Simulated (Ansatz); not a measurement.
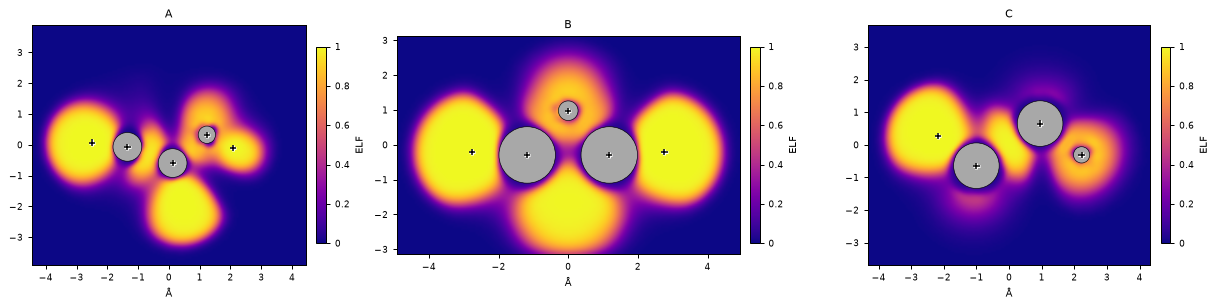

The electron localisation function of 3 systems, each on a plane through atoms (crosses mark nuclei in the plane; grey discs cover the cores).

Method: RKS PBE0-D4/def2-TZVPP in Ansatz 0.2.0.

System 1: F2H4Si2, the plane of atoms Si1, Si5 and H7. The product side of a reaction path; geometry: PBE0-D4/def2-TZVP.

```xyz
8

Si   -0.2813   -0.3473   -1.0512
F    -0.6268   -1.9019   -1.0037
F    -1.6063    0.4116   -1.5060
H     0.7259   -0.1530   -2.1206
Si    0.3429    0.3808    1.0856
H    -0.7564    0.1238    2.0509
H     0.6370    1.8369    1.0352
H     1.5651   -0.3511    1.5099
```

System 2: B2H4MgO, the plane of atoms B2, O1 and H5. Geometry: PBE0-D4/def2-TZVP.

```yaml
atoms:
  - { symbol: O, position_ang: [-1.1995, 0.5011, -0.1251] }
  - { symbol: B, position_ang: [0.0905, 0.8463, 0.4243] }
  - { symbol: B, position_ang: [0.9155, -0.2079, 1.2424] }
  - { symbol: Mg, position_ang: [-0.0004, -1.1830, -0.7917] }
  - { symbol: H, position_ang: [-1.5758, 1.1771, -0.6918] }
  - { symbol: H, position_ang: [0.7138, 1.7293, -0.1198] }
  - { symbol: H, position_ang: [1.5536, -0.6641, 2.1280] }
  - { symbol: H, position_ang: [-0.4978, -2.1988, -2.0664] }
```

System 3: Al2H2O, the molecular plane. Geometry: PBE0-D4/def2-TZVP.

```xyz
5

O    -0.6032    0.3254    0.7006
Al   -0.3850   -1.1312   -0.2119
Al    0.7421    0.9385   -0.2028
H    -1.1983   -2.4926   -0.1535
H     1.4443    2.3598   -0.1323
```

Match each panel to its system.

Answer. Panel A is system 2, B2H4MgO: the plane holds O, B and H. B–O (1.44 Å): the ELF peaks at about 0.90 between the atoms: a shared but strongly polarised pair. Panel B is system 3, Al2H2O: the plane holds O, Al and H. Al–O (1.73 Å): the ELF peaks at about 0.85 in the valence shell of O, 0.6 Å from its nucleus, and is about 0.45 at the midpoint. Panel C is system 1, F2H4Si2: the plane holds Si, F and H. Si–F (1.59 Å): the ELF peaks at about 0.85 in the valence shell of F, 0.6 Å from its nucleus, and is about 0.40 at the midpoint.
